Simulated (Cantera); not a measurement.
Charge: 1 mol Si, 0.025 mol N2O, 57 mol N2, equilibrated at 1 atm.

These are equilibrium values from Cantera (NASA tables, ideal gas, pure condensed phases), not measurements of a reactor. Candidate condensed phases: Si, SiO2, Si2N2O, Si3N4; 16 gas species. Mutual solubility and eutectic melting of coexisting phases are not modelled. The tables' values for SiN are old estimates; treat these amounts as uncertain. The numbers say what is thermodynamically allowed, not how fast it happens.

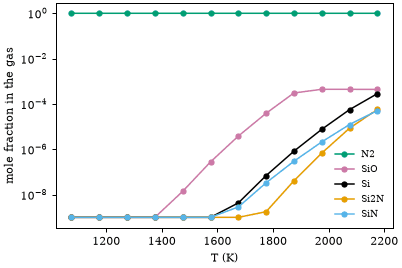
Figure. Equilibrium gas composition (values under 1e-9 drawn at 1e-9)

**Question.** Read off the mole fractions at 1875 K.

**Answer.** N2 about 1.00, SiO about 0.00031, Si about 8.3e-7, SiN about 3.0e-7, Si2N about 4.1e-8.
